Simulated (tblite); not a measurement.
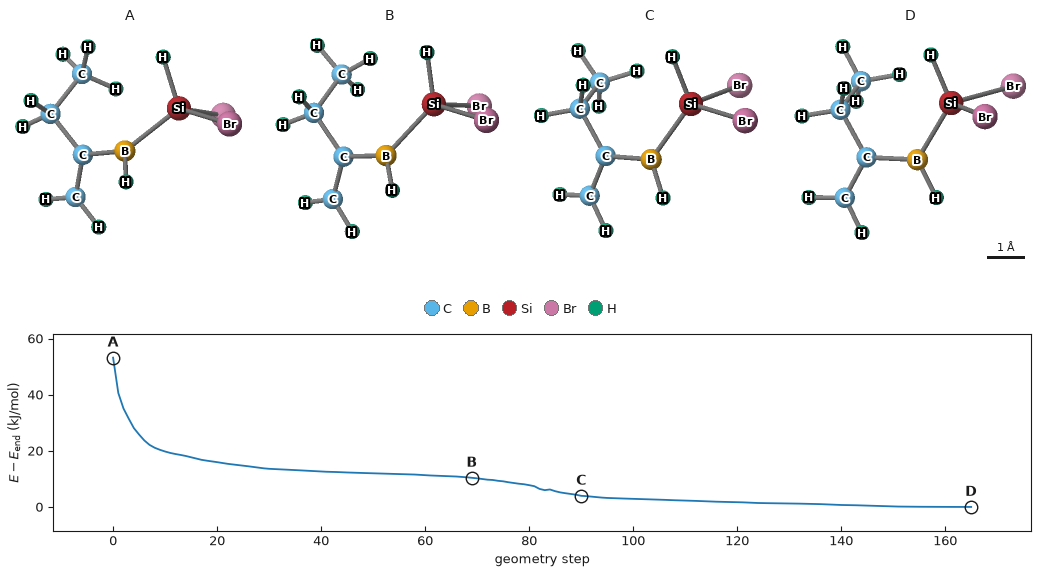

Frames of a relaxation of C₄H₉BBr₂Si, marked on the history of the run. Style: ball-and-stick. Shown at a tilt.

Level of theory: GFN2-xTB geometry optimisation, gas phase (tblite 0.8.0). 

Q: What happens along the run?

A: Over 165 geometry steps the energy falls by 53.2 kJ/mol. The largest move after the best rigid fit is that of an H atom, 1.60 Å. Largest moves by element: H 1.60 Å, Br 1.17 Å, B 0.61 Å, C 0.48 Å, Si 0.42 Å. Near-neighbour distances that change, for instance: C–H 1.136 → 1.087 Å, B–Si 1.909 → 1.944 Å, H–Si 1.488 → 1.460 Å, Br–Si 2.234 → 2.263 Å. Bond angles that change, for instance: B–Si–H 110.9° → 126.9°, Br–Si–H 108.2° → 100.8°, H–C–H 123.3° → 116.0°. Groups turn about B–C by about 55°, B–Si by about 45°, C–C by about 40°. From step 0 to 69: an H atom moves most (0.85 Å), energy −42.8 kJ/mol. From step 69 to 90: an H atom moves most (0.83 Å), energy −6.42 kJ/mol. From step 90 to 165: an H atom moves most (0.72 Å), energy −3.96 kJ/mol.
